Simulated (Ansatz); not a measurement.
```xyz
16

C     0.9878    0.4585   -2.7097
C     1.4274    0.8139   -1.4929
B     1.2608   -0.0256   -0.1763
B     1.8479   -0.3684    2.2594
B     0.3159   -1.9605    1.1064
F    -0.4621   -3.0586    1.1419
N     1.9414    0.3581    1.0315
N     1.0228   -1.5349    2.2717
N     0.4442   -1.2043   -0.0942
H     1.1424    1.0795   -3.5988
H     0.4527   -0.4833   -2.8843
H     1.9640    1.7715   -1.4242
H     2.5287    1.1842    1.0106
H     2.4426   -0.0104    3.2470
H     0.9304   -2.0749    3.1246
H    -0.0762   -1.5128   -0.9084
```

Geometry: B3LYP/def2-SVP.

Theory: isolated molecule in a Gaussian basis; Kohn-Sham density functional theory, functional PBE0 in Ansatz 0.2.0.

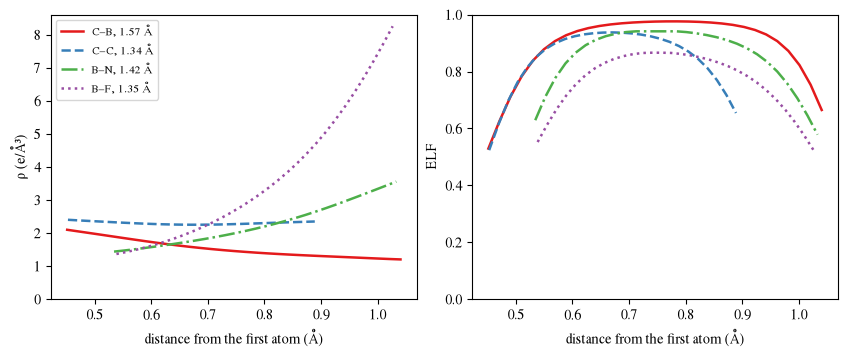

C₂H₇B₃FN₃ (SMILES C=CB1NBNB(F)N1). Total electron density and ELF along straight lines between neighbouring atoms. The curves leave out the atomic cores.

**What kind of bonding do the profiles show?**

C–B (1.57 Å): the density is about 1.4 e/Å³ at the midpoint; the ELF peaks at about 1 between the atoms, as expected for localised, covalent bonding.
C–C (1.34 Å): ρ is about 2.3 e/Å³ halfway; the ELF peaks at about 0.95 between the atoms: a short, multiple covalent bond.
B–N (1.42 Å): ρ is about 1.9 e/Å³ halfway; the ELF peaks at about 0.95 between the atoms, as expected for a polar covalent bond.
B–F (1.35 Å): the density is about 2 e/Å³ at the midpoint; the ELF peaks at about 0.85 between the atoms: a shared but strongly polarised pair.
